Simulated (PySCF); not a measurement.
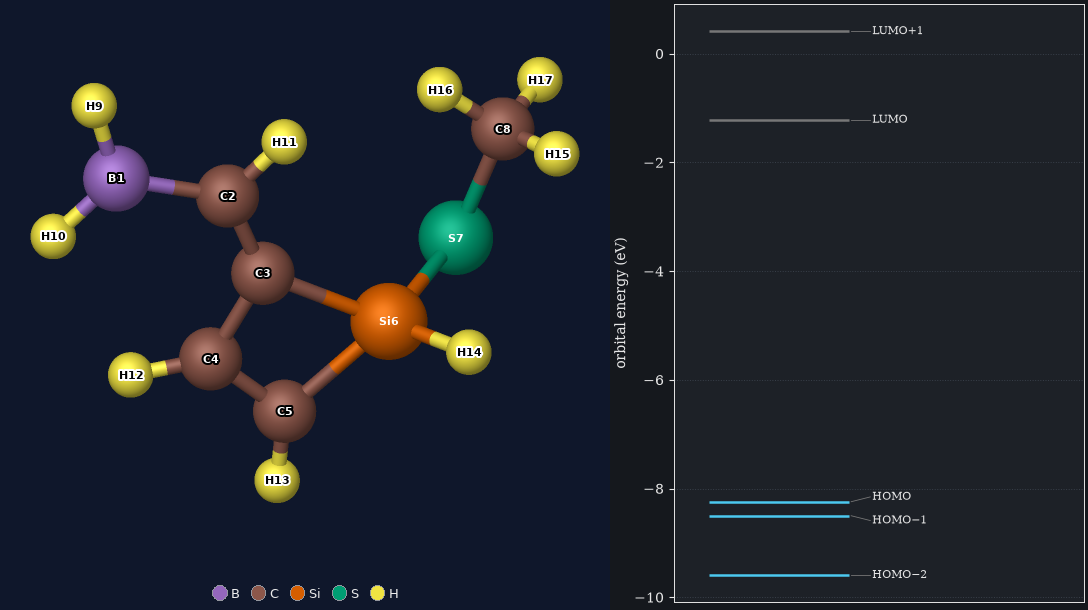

C₅H₉BSSi, SMILES B/C=C1\C=C[Si@H]1SC. Kohn-Sham orbital energies near the frontier, CAM-B3LYP/def2-SVPD in PySCF 2.14.0, at a GFN2-xTB geometry (no frequency check), isolated molecule; empty levels in grey, levels within 0.03 eV side by side.

### Where do the frontier orbitals lie?

HOMO at −8.24 eV, LUMO at −1.22 eV, 7.03 eV apart.

### On which atoms do HOMO and LUMO mostly sit?

HOMO: S7 66 %, C8 9 %, Si6 8 %. LUMO: B1 26 %, C3 19 %, C2 17 % (Löwdin shares).

### List the levels with the atoms that carry most of them (a dash for levels above zero or within 0.03 eV of another, where shares mean little).

```
orbital  energy (eV)               Löwdin shares
 LUMO+1         0.41                           –
   LUMO        −1.22   B1 26 %, C3 19 %, C2 17 %
   HOMO        −8.24    S7 66 %, C8 9 %, Si6 8 %
 HOMO−1        −8.50   C2 28 %, C5 20 %, C3 19 %
 HOMO−2        −9.59  S7 28 %, C3 16 %, Si6 14 %
```

Note: the tight-binding geometry is rougher than a DFT one and adds to the error; one conformer of a flexible molecule; empty levels above zero depend strongly on the basis.
